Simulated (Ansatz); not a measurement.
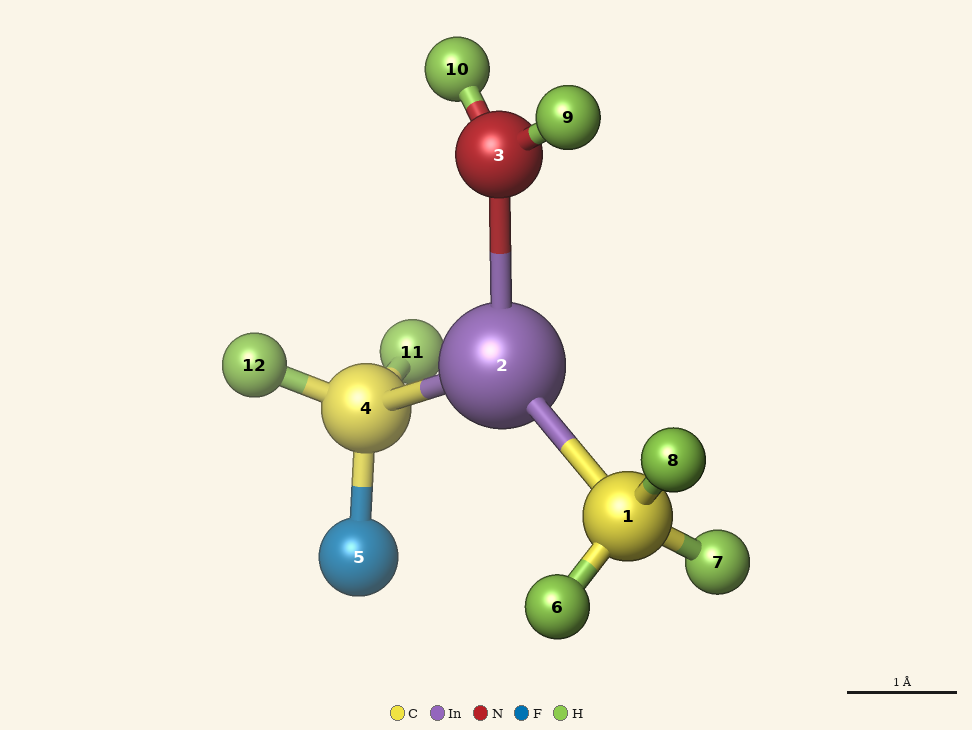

Orthographic view. Depth is shown by fading: the farther an atom, the more it takes the colour of the background. The computed structure is the end point of a PBE-D4/def2-SVP optimisation. No frequency run is at hand to confirm it as a minimum.

Give the geometry as a Z-matrix, atoms in numerical order, with these reference atoms: 2 to 1; 3 to 2, 1; 4 to 2, 3, 1; 5 to 4, 2, 3; 6 to 1, 2, 3; 7 to 1, 6, 2; 8 to 1, 6, 7; 9 to 3, 2, 1; 10 to 3, 9, 2; 11 to 4, 5, 2; 12 to 4, 11, 5.

```
C  
In   1   2.175
N    2   2.050   1   115.6
C    2   2.211   3   114.9   1   176.5
F    4   1.393   2   110.8   3  -171.5
H    1   1.108   2   109.9   3   122.8
H    1   1.108   6   108.4   2  -119.7
H    1   1.107   6   109.4   7  -119.1
H    3   1.023   2   122.4   1    12.6
H    3   1.022   9   110.1   2  -161.0
H    4   1.114   5   109.2   2   121.3
H    4   1.114  11   107.6   5  -118.6
```
